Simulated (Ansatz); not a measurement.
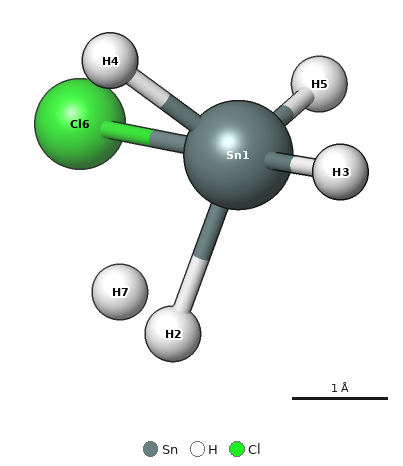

Fig. 1: The starting structure (ball-and-stick view, seen at a tilt; atoms are numbered from 1 in the order of the input). Sticks mark near contacts.

**Geometry relaxation of SnH5Cl**

- system: SnH5Cl
- method: RKS PBE/def2-SVP (Ansatz 0.2.0)

The input holds or restrains some coordinates. It belongs to a series of runs on one base structure; here: pulled along the bonds that form and break, towards end A. Figures and captions count atoms from 1; the log counts them from 0 in places.

### The input
```yaml
crystal:
  periodic: [false, false, false]
  atoms:
    - { symbol: Sn, position_ang: [0.0, 0.0, 0.0] }
    - { symbol: H, position_ang: [0.0, 0.0, 2.09] }
    - { symbol: H, position_ang: [1.6408, 0.0, -0.5794] }
    - { symbol: H, position_ang: [-0.8195, 1.4198, -0.5794] }
    - { symbol: H, position_ang: [-0.8195, -1.4198, -0.5794] }
    - { symbol: Cl, position_ang: [-2.5717, 0.0, 0.8545] }
    - { symbol: H, position_ang: [-1.0358, 0.0, 2.0916] }
basis:
  gaussian: { orbitals: def2-SVP }
hamiltonian:
  xc: pbe
relax:
  f_tol: 0.15
  max_steps: 25
  restrain:
    - { distance: [0, 5], at: 3.61, k: 30.0 }
    - { distance: [6, 1], at: 1.86, k: 30.0 }
    - { distance: [0, 1], at: 1.74, k: 30.0 }
    - { distance: [6, 5], at: 1.37, k: 30.0 }
output:
  orbitals: {}
```

Run as:
```bash
ansatz run input.yaml --threads 1 --pin off --max-ram 2048MiB --backend cpu --events-out ev --progress --plain --runs-dir out
```

### Log
```
The last accepted step is kept in [file] (removed where the run ends without a failure and the disk answers)
Engine: ansatz 0.2.0, aarch64-unknown-linux-gnu
Functional definition: PBE
  parameter kappa = 0.804
  parameter beta = 0.06672455060314922
  exchange = pbe_x(kappa = kappa, mu = beta*pi^2/3)
  correlation = pbe_c(beta = beta)
776 factors; their error is unknown
mean field evaluation 1: about -18421.0671 eV, gradient 2.2e1 eV
mean field evaluation 2: about -18383.7860 eV, gradient 8.7e1 eV
mean field evaluation 4: about -18422.6707 eV, gradient 3.5e0 eV
mean field evaluation 8: about -18422.7079 eV, gradient 6.2e-2 eV
mean field evaluation 16: about -18422.6877 eV, gradient 4.9e-5 eV
mean field -18422.68766733 eV, -677.0212844282 hartree, gradient 4.9e-5 eV, S^2 0.000000; 0 other end points of the search recorded, 0 dependent functions left out
the calculation of the forces begins
reference -18422.68770363 eV, -677.0212857624 hartree; 22, 22 occupied and 47, 47 virtual orbitals, 776 factors
relax step   1: F+E_penalty+E_count = -18422.68766733 eV  Δ(F+E_penalty+E_count) = +0.000e0 eV  max|allowed force component| = 1.768e0 eV/Å  E_restraint = 29.61739796 eV  max|allowed force component, restraints' pulls added| = 3.840e1 eV/Å  Δτ_max = 0.0000 Å  (27 SCF iters, accepted)
  distance Sn 0 - Cl 5 = 2.7099 Å
  distance H 6 - H 1 = 1.0358 Å
  distance Sn 0 - H 1 = 2.0900 Å
  distance H 6 - Cl 5 = 1.9722 Å
these checks for a lower state are left out or cut short: starts, cluster_reference, orbital_swaps, neighbouring_geometries, increment
776 factors; their error is unknown
mean field -18422.86835261 eV, -677.0279244899 hartree, gradient 1.5e-5 eV, S^2 0.000000; 0 other end points of the search recorded, 0 dependent functions left out
the calculation of the forces begins
reference -18422.86838935 eV, -677.0279258400 hartree; 22, 22 occupied and 47, 47 virtual orbitals, 776 factors
relax step   2: F+E_penalty+E_count = -18422.86835261 eV  Δ(F+E_penalty+E_count) = -1.807e-1 eV  max|allowed force component| = 2.709e0 eV/Å  E_restraint = 14.48409534 eV  max|allowed force component, restraints' pulls added| = 2.714e1 eV/Å  Δτ_max = 0.1963 Å  (32 SCF iters, accepted)
  distance Sn 0 - Cl 5 = 2.9425 Å
  distance H 6 - H 1 = 1.3280 Å
  distance Sn 0 - H 1 = 2.0141 Å
  distance H 6 - Cl 5 = 1.7725 Å
these checks for a lower state are left out or cut short: starts, cluster_reference, orbital_swaps, neighbouring_geometries, increment
776 factors; their error is unknown
mean field evaluation 32: about -18423.3871 eV, gradient 1.7e-5 eV
mean field -18423.38710331 eV, -677.0469882264 hartree, gradient 1.3e-5 eV, S^2 0.000000; 0 other end points of the search recorded, 0 dependent functions left out
the calculation of the forces begins
reference -18423.38714036 eV, -677.0469895881 hartree; 22, 22 occupied and 47, 47 virtual orbitals, 776 factors
relax step   3: F+E_penalty+E_count = -18423.38710331 eV  Δ(F+E_penalty+E_count) = -5.188e-1 eV  max|allowed force component| = 4.197e0 eV/Å  E_restraint = 5.28980007 eV  max|allowed force component, restraints' pulls added| = 1.519e1 eV/Å  Δτ_max = 0.1955 Å  (32 SCF iters, accepted)
  distance Sn 0 - Cl 5 = 3.1445 Å
  distance H 6 - H 1 = 1.6088 Å
  distance Sn 0 - H 1 = 1.9170 Å
  distance H 6 - Cl 5 = 1.5739 Å
these checks for a lower state are left out or cut short: starts, cluster_reference, orbital_swaps, neighbouring_geometries, increment
776 factors; their error is unknown
mean field -18424.14790096 eV, -677.0749470243 hartree, gradient 1.7e-5 eV, S^2 0.000000; 0 other end points of the search recorded, 0 dependent functions left out
the calculation of the forces begins
reference -18424.14793852 eV, -677.0749484048 hartree; 22, 22 occupied and 47, 47 virtual orbitals, 776 factors
relax step   4: F+E_penalty+E_count = -18424.14790096 eV  Δ(F+E_penalty+E_count) = -7.608e-1 eV  max|allowed force component| = 3.959e0 eV/Å  E_restraint = 0.87616826 eV  max|allowed force component, restraints' pulls added| = 4.342e0 eV/Å  Δτ_max = 0.1949 Å  (30 SCF iters, accepted)
  distance Sn 0 - Cl 5 = 3.3808 Å
  distance H 6 - H 1 = 1.8346 Å
  distance Sn 0 - H 1 = 1.8009 Å
  distance H 6 - Cl 5 = 1.4091 Å
these checks for a lower state are left out or cut short: starts, cluster_reference, orbital_swaps, neighbouring_geometries, increment
776 factors; their error is unknown
mean field -18424.65507203 eV, -677.0935852173 hartree, gradient 1.4e-5 eV, S^2 0.000000; 0 other end points of the search recorded, 0 dependent functions left out
the calculation of the forces begins
reference -18424.65510981 eV, -677.0935866057 hartree; 22, 22 occupied and 47, 47 virtual orbitals, 776 factors
relax step   5: F+E_penalty+E_count = -18424.65507203 eV  Δ(F+E_penalty+E_count) = -5.072e-1 eV  max|allowed force component| = 1.393e0 eV/Å  E_restraint = 0.05788323 eV  max|allowed force component, restraints' pulls added| = 1.350e0 eV/Å  Δτ_max = 0.1947 Å  (26 SCF iters, accepted)
  distance Sn 0 - Cl 5 = 3.5523 Å
  distance H 6 - H 1 = 1.8773 Å
  distance Sn 0 - H 1 = 1.7551 Å
  distance H 6 - Cl 5 = 1.3675 Å
these checks for a lower state are left out or cut short: starts, cluster_reference, orbital_swaps, neighbouring_geometries, increment
776 factors; their error is unknown
mean field -18424.73939322 eV, -677.0966839641 hartree, gradient 6.7e-6 eV, S^2 0.000000; 0 other end points of the search recorded, 0 dependent functions left out
the calculation of the forces begins
reference -18424.73943134 eV, -677.0966853648 hartree; 22, 22 occupied and 47, 47 virtual orbitals, 776 factors
relax step   6: F+E_penalty+E_count = -18424.73939322 eV  Δ(F+E_penalty+E_count) = -8.432e-2 eV  max|allowed force component| = 8.991e-1 eV/Å  E_restraint = 0.01032928 eV  max|allowed force component, restraints' pulls added| = 5.155e-1 eV/Å  Δτ_max = 0.1985 Å  (25 SCF iters, accepted)
  distance Sn 0 - Cl 5 = 3.6031 Å
  distance H 6 - H 1 = 1.8607 Å
  distance Sn 0 - H 1 = 1.7444 Å
  distance H 6 - Cl 5 = 1.3451 Å
these checks for a lower state are left out or cut short: starts, cluster_reference, orbital_swaps, neighbouring_geometries, increment
776 factors; their error is unknown
mean field evaluation 64: about -18424.7962 eV, gradient 5.9e-2 eV
mean field -18424.79623316 eV, -677.0987727933 hartree, gradient 1.8e-5 eV, S^2 0.000000; 0 other end points of the search recorded, 0 dependent functions left out
the calculation of the forces begins
reference -18424.79627145 eV, -677.0987742001 hartree; 22, 22 occupied and 47, 47 virtual orbitals, 776 factors
relax step   7: F+E_penalty+E_count = -18424.79623316 eV  Δ(F+E_penalty+E_count) = -5.684e-2 eV  max|allowed force component| = 8.841e-1 eV/Å  E_restraint = 0.01281876 eV  max|allowed force component, restraints' pulls added| = 1.275e-1 eV/Å  Δτ_max = 0.1005 Å  (24 SCF iters, accepted)
```

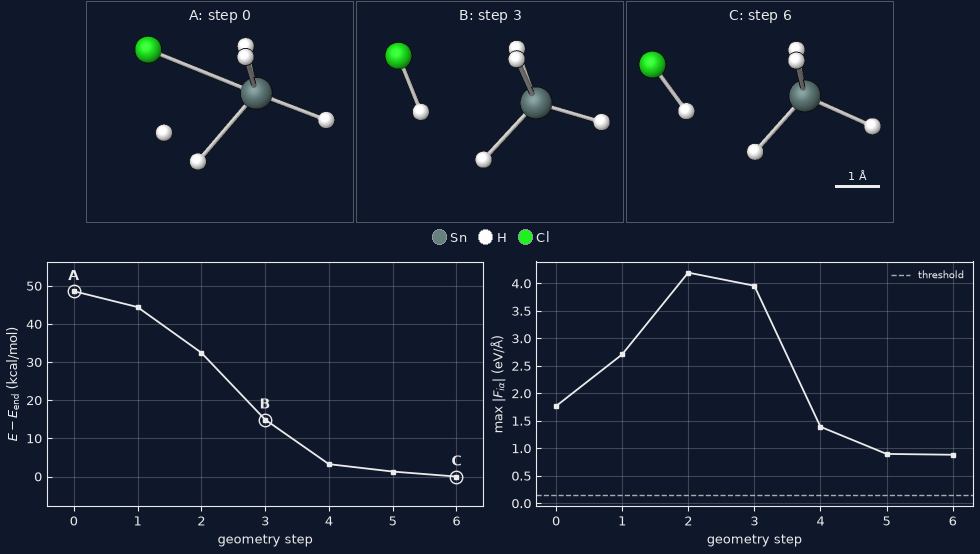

Fig. 2: Frames of the restrained relaxation (ball-and-stick view, seen at a tilt) above the curves, on which the letters mark them (the first geometry is step 0 here and step 1 in the log).

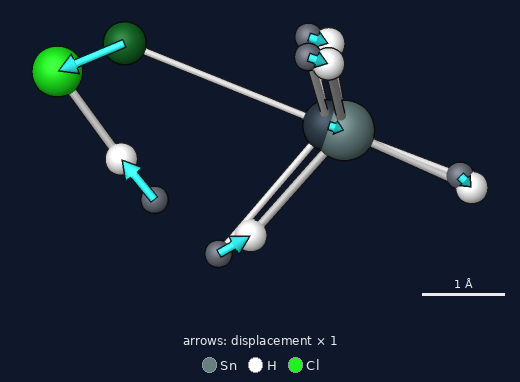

Fig. 3: Start (faint) and end (solid) with the displacements as teal arrows, at true length (ball-and-stick view, seen at a tilt). The two geometries are laid on each other by the best rigid fit. Over 6 geometry steps the energy falls by 48.6 kcal/mol. The largest force component goes from 1.8 to 0.88 eV/Å. Cl6 moves most after the best rigid fit: 0.90 Å. Largest moves by element: Cl 0.90 Å, H 0.65 Å, Sn 0.21 Å. Among the contacts that change: Sn1–Cl6 2.710 → 3.614 Å, Cl6–H7 1.972 → 1.341 Å, Sn1–H2 2.090 → 1.739 Å, Sn1–H3 1.740 → 1.724 Å. New bonds form: Cl6–H7 (1.97 → 1.34 Å). Bonds break: Sn1–Cl6 (2.71 → 3.61 Å). Among the angles that change: H2–Sn1–H3 109.4° → 107.3°. (Atoms are counted from 1 in the order of the input.)

```
  distance Sn 0 - Cl 5 = 3.6141 Å
  distance H 6 - H 1 = 1.8578 Å
  distance Sn 0 - H 1 = 1.7391 Å
  distance H 6 - Cl 5 = 1.3412 Å
776 factors; their error is unknown
mean field -18424.79623316 eV, -677.0987727933 hartree, gradient 1.8e-5 eV, S^2 0.000000; 1 other end points of the search recorded, 0 dependent functions left out
the calculation of the forces begins
reference -18424.79627145 eV, -677.0987742001 hartree; 22, 22 occupied and 47, 47 virtual orbitals, 776 factors
Total energy: -18424.79627145 eV, -677.0987742001 hartree
Atom 0 at     0.196762     0.000000    -0.071314 Å, force     0.154341     0.000000    -0.158482 eV/Å
Atom 1 at     0.142709     0.000000     1.666928 Å, force    -0.044154     0.000000    -0.001434 eV/Å
Atom 2 at     1.857473    -0.000000    -0.533222 Å, force     0.061100     0.000000     0.019808 eV/Å
Atom 3 at    -0.559547     1.416339    -0.677455 Å, force    -0.031453     0.042083     0.019849 eV/Å
Atom 4 at    -0.559547    -1.416339    -0.677455 Å, force    -0.031453    -0.042083     0.019849 eV/Å
Atom 5 at    -2.991756    -0.000000     1.630272 Å, force     0.775698    -0.000000     0.274024 eV/Å
Atom 6 at    -1.691796     0.000000     1.960147 Å, force    -0.884079     0.000000    -0.173615 eV/Å
Dipole moment:     0.274608     0.000000    -0.014099 e Å
```

### Trajectory as extended XYZ (Å, eV, eV/Å), 7 frames, from step=1 to step=7
```
7
Properties=species:S:1:pos:R:3:forces:R:3 step=1 energy=-18422.68767
Sn    0.0000    0.0000    0.0000   -1.2780   0.0000  -0.9799
H     0.0000    0.0000    2.0900   -0.8604   0.0000  -0.2862
H     1.6408    0.0000   -0.5794    0.4548   0.0000   0.6577
H    -0.8195    1.4198   -0.5794    0.7426   0.1313   0.0081
H    -0.8195   -1.4198   -0.5794    0.7426  -0.1313   0.0081
Cl   -2.5717    0.0000    0.8545   -0.1970   0.0000   1.7684
H    -1.0358    0.0000    2.0916    0.3955   0.0000  -1.1762
7
Properties=species:S:1:pos:R:3:forces:R:3 step=2 energy=-18422.86835
Sn    0.1283    0.0000    0.0079   -2.7089   0.0000   0.1304
H     0.1080    0.0000    2.0219   -0.4634   0.0000  -1.1373
H     1.6509    0.0000   -0.5762    1.7680   0.0000  -0.2050
H    -0.8113    1.4182   -0.5782    0.9023  -0.4722   0.3762
H    -0.8113   -1.4182   -0.5782    0.9023   0.4722   0.3762
Cl   -2.6502    0.0000    0.9768    1.0376   0.0000   2.3084
H    -1.2200    0.0000    2.0239   -1.4377   0.0000  -1.8490
7
Properties=species:S:1:pos:R:3:forces:R:3 step=3 energy=-18423.38710
Sn    0.2364    0.0000    0.0235   -4.1975   0.0000   0.7227
H     0.2021    0.0000    1.9402   -0.0408   0.0000  -1.2726
H     1.6819    0.0000   -0.5866    2.7395   0.0000  -0.8529
H    -0.8002    1.4077   -0.5705    1.0656  -0.7572   0.4906
H    -0.8002   -1.4077   -0.5705    1.0656   0.7572   0.4906
Cl   -2.7193    0.0000    1.0969    1.9163   0.0000   2.2913
H    -1.4064    0.0000    1.9650   -2.5488   0.0000  -1.8697
7
Properties=species:S:1:pos:R:3:forces:R:3 step=4 energy=-18424.14790
Sn    0.3181    0.0000    0.0243   -3.9586   0.0000   0.2792
H     0.2467    0.0000    1.8238    0.1526   0.0000  -0.6549
H     1.7685    0.0000   -0.6207    2.1763   0.0000  -0.7668
H    -0.7619    1.3783   -0.5525    1.0263  -0.6932   0.4287
H    -0.7619   -1.3783   -0.5525    1.0263   0.6932   0.4287
Cl   -2.8298    0.0000    1.2573    1.5411   0.0000   1.2847
H    -1.5854    0.0000    1.9183   -1.9641   0.0000  -0.9996
7
Properties=species:S:1:pos:R:3:forces:R:3 step=5 energy=-18424.65507
Sn    0.2960    0.0000   -0.0389   -1.1298   0.0000   0.2123
H     0.1930    0.0000    1.7132    0.2051   0.0000  -0.1399
H     1.8560    0.0000   -0.6516    0.6039   0.0000  -0.1192
H    -0.6658    1.3450   -0.5270    0.2519   0.1416  -0.0525
H    -0.6658   -1.3450   -0.5270    0.2519  -0.1416  -0.0525
Cl   -2.9457    0.0000    1.4139    1.2100   0.0000   0.6693
H    -1.6734    0.0000    1.9154   -1.3931   0.0000  -0.5174
7
Properties=species:S:1:pos:R:3:forces:R:3 step=6 energy=-18424.73939
Sn    0.2109    0.0000   -0.1582   -0.2740   0.0000   0.4822
H     0.1562    0.0000    1.5854   -0.0471   0.0000   0.0978
H     1.8906    0.0000   -0.4562    0.1895   0.0000  -0.2872
H    -0.6232    1.4384   -0.6028    0.1207  -0.0539  -0.1828
H    -0.6232   -1.4384   -0.6028    0.1207   0.0539  -0.1828
Cl   -2.9514    0.0000    1.5688    0.7894   0.0000   0.3663
H    -1.6656    0.0000    1.9637   -0.8991   0.0000  -0.2934
7
Properties=species:S:1:pos:R:3:forces:R:3 step=7 energy=-18424.79623
Sn    0.1968    0.0000   -0.0713    0.1543   0.0000  -0.1585
H     0.1427    0.0000    1.6669   -0.0442   0.0000  -0.0014
H     1.8575    0.0000   -0.5332    0.0611   0.0000   0.0198
H    -0.5595    1.4163   -0.6775   -0.0315   0.0421   0.0198
H    -0.5595   -1.4163   -0.6775   -0.0315  -0.0421   0.0198
Cl   -2.9918    0.0000    1.6303    0.7757   0.0000   0.2740
H    -1.6918    0.0000    1.9601   -0.8841   0.0000  -0.1736
```

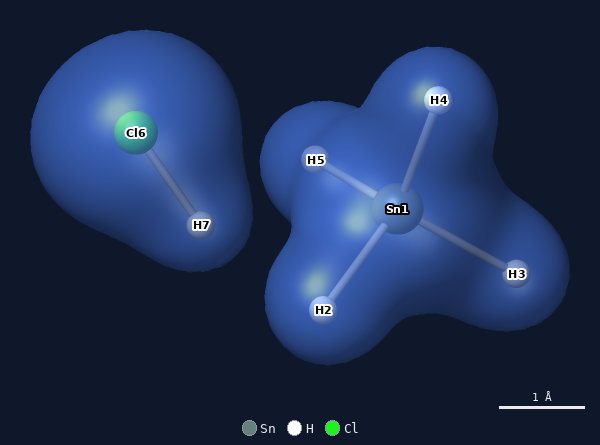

Fig. 4: Isosurface of the electron density at 0.2 e/Å³ (blue), seen at a tilt. At this value the surface falls into two separate pieces. It is pinched off along the Sn···H (2.77 Å) contacts. On the grid the lowest density along these lines, outside the cores, is 0.1 e/Å³ (Sn···H, 2.77 Å), 1.5 e/Å³ (Cl–H, 1.34 Å) and 0.72 e/Å³ (Sn–H, 1.72 Å).

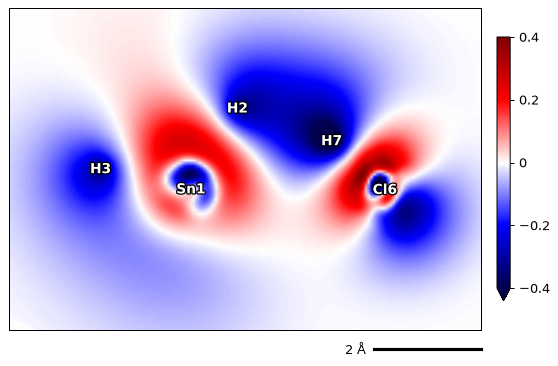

Fig. 5: The LUMO on the plane of atoms H2, Sn1 and H3 (values in Å⁻³ᐟ²; the overall sign is arbitrary). It lies mainly on Sn1 (35 %), Cl6 (20 %), H7 (20 %), H2 (15 %) and H3 (10 %). Its energy is −1.02 eV.

### Key numbers

| quantity | value |
| --- | --- |
| outcome | converged under the restraints of the input |
| total energy | −18424.7963 eV |
| mean-field energy | −18424.7963 eV |
| largest force (length of the vector) at the end, held atoms and coordinates included | 0.901 eV/Å |
| hardware | 1 thread of Arm Neoverse V2, 24 GiB of memory available, shared host |
| wall time | 12 s |
| peak memory | 0.12 GiB |
